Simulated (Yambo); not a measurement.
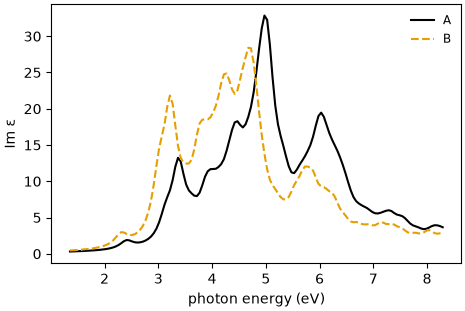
*Two computed absorption spectra of GaP (zinc blende, space group F-43m, No. 216) (Yambo, PBEsol bands with the same scissor, field along x)*

Which curve includes the electron-hole attraction (BSE)?

Curve B: the attraction moves weight to lower energy (centre of the plotted range 4.7 eV against 5.2 eV). Settings: 10×10×10 mesh, 3 valence and 4 conduction bands, static screening with 23 bands and a 4 Ry block, scissor 0.63 eV, Tamm-Dancoff. The scissor comes from a G0W0 run whose convergence isn't established. Broadening 0.15 eV. The band window holds all transitions up to 9.2 eV. On this mesh the peak heights and the fine structure are mesh artefacts; only the shift of weight is robust.

The standard potential for Ga keeps a d shell in the valence without the s and p states of that shell. In tests on such compounds this moved G0W0 gaps by up to about 0.9 eV, so absolute quasiparticle energies here are unreliable; differences between settings are what counts.

Spin-orbit coupling is not included.

Geometry relaxed with PBEsol; primitive cell a = b = c = 3.847 Å, α = β = γ = 60.00°.
